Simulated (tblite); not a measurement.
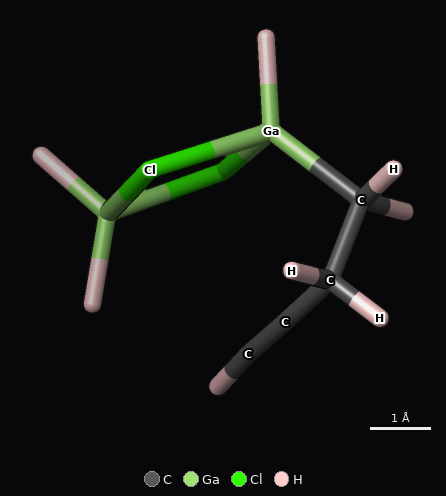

The input geometry (stick view, seen at a tilt). Sticks mark near contacts. Bond lengths as drawn: Cl–Ga 2.26 to 2.32 Å, C–C 1.20 to 1.54 Å, C–Ga 2.04 Å, C–H 1.05 to 1.10 Å and Ga–H 1.54 to 1.56 Å.

**Frequency calculation of C4H8Cl2Ga2**

- system: C4H8Cl2Ga2
- method: GFN2-xTB harmonic vibrations, gas phase (tblite 0.8.0)

It belongs to a series of runs on one base structure; here: H2 added to a C-C multiple bond.

Input
```
{"job": {"kind": "ir", "xc": "GFN2-xTB", "basis": "xTB"}, "charge": 0, "multiplicity": 1}
C     -0.084513    -2.055188    -0.490531
C     -0.936458    -1.225259    -0.332196
C     -1.942972    -0.206478    -0.098424
C     -1.647942     0.559792     1.207610
Ga     0.232742     1.361052     1.209152
Cl     1.051781     1.568841    -0.950486
Ga     2.622581    -0.023701    -0.577173
Cl     1.919073    -0.196821     1.568319
H      0.609061    -2.834684    -0.636100
H     -1.946857     0.485764    -0.949094
H     -2.925118    -0.689026    -0.045613
H     -1.752576    -0.127229     2.057000
H     -2.402710     1.343998     1.344102
H      0.766239     2.625015     1.962051
H      4.006124     0.690743    -0.548274
H      2.423946    -1.267876    -1.464271
```

The first line tells a small driver script what to run in tblite; the rest is the geometry in Å.

Hardware: 1 CPU thread, shared host.

Command:
```bash
OMP_NUM_THREADS=1 python <driver script> task.json out
```

The program's output
```
mode    cm-1     km/mol
  1      42.9      0.03
  2      72.2      0.47
  3      75.6      0.64
  4      93.4      0.27
  5     106.7      3.16
  6     120.9      5.58
  7     161.3      0.05
  8     179.7      0.63
  9     222.2      5.23
 10     240.3     76.90
 11     243.6     60.95
 12     275.6     13.26
 13     294.9      1.49
 14     342.2     12.80
 15     439.6     16.13
 16     452.4     38.04
 17     463.9     62.86
 18     491.6      6.30
 19     535.1    269.15
 20     542.8    315.96
 21     630.9    107.94
 22     636.8     13.87
 23     677.5     65.40
 24     716.1    366.76
 25     899.1     15.54
 26     914.0      0.41
 27    1041.9      3.64
 28    1096.5      4.37
 29    1128.7      1.91
 30    1224.1      2.59
 31    1300.8      0.23
 32    1431.1      4.15
 33    1443.7      7.10
 34    1623.6    326.88
 35    1674.4    306.16
 36    1746.0    315.25
 37    2266.8     14.52
 38    2889.5     25.39
 39    2904.0     21.32
 40    2911.9     31.04
 41    2931.0     36.98
 42    3338.3     11.87
```

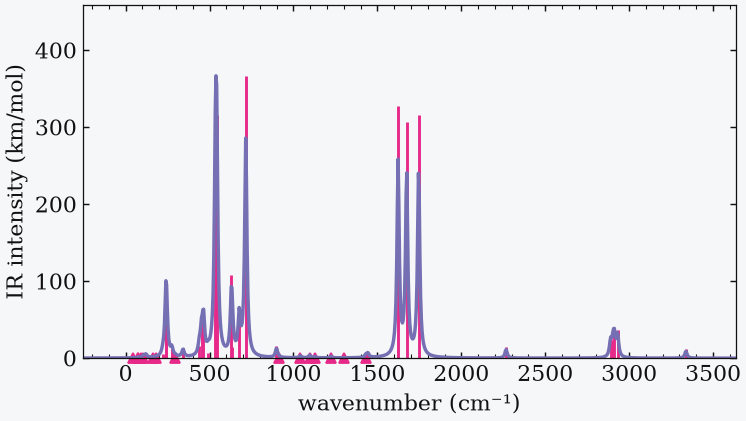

Harmonic infrared spectrum, unscaled: sticks (degenerate modes added up, dark ones marked on the axis) with a Lorentzian envelope of 16 cm⁻¹ full width, scaled to the tallest stick. 42 modes from 43 to 3338 cm⁻¹, none imaginary. The strongest line is at 716 cm⁻¹ (367 km/mol).

Summary

| quantity | value |
| --- | --- |
| outcome | converged |
| total energy | −659.1310 eV |
| zero-point energy | 58.3610 kcal/mol |
| wall time | 1.4 s |
| peak memory | 0.18 GiB |
